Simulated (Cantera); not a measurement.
Charge: 1 mol TEOS, 0.45 mol NO, 2.4 mol H₂, at 0.100 bar.

Equilibrium computed with Cantera from the NASA thermochemical tables; the gas is ideal and each condensed phase is pure. Candidate condensed phases: C, C₆H₆, C₇H₈, C₈H₁₈, H₂O, Si, SiC, SiO₂, Si₂N₂O, Si₃N₄; 151 gas species. The feed counts by its element totals alone. Mutual solubility and eutectic melting of coexisting phases are not modelled. The tables hold silica as quartz up to 1696 K and as liquid above; real silica turns to tridymite and cristobalite and melts near 1996 K. The numbers say what is thermodynamically allowed, not how fast it happens.

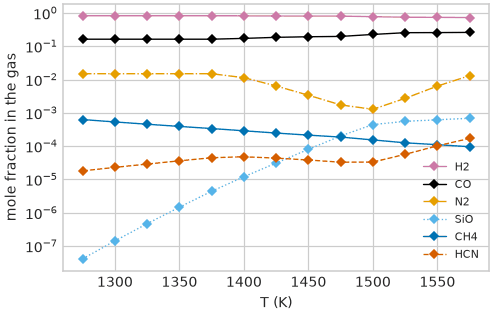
Fig. 1. Equilibrium gas composition (values under 1e-9 drawn at 1e-9)

### Question
Read off the mole fractions at 1425 K.

### Answer
H₂ about 0.81, CO about 0.18, N₂ about 0.0064, CH₄ about 0.00025, HCN about 4.4e-5, SiO about 3.1e-5.
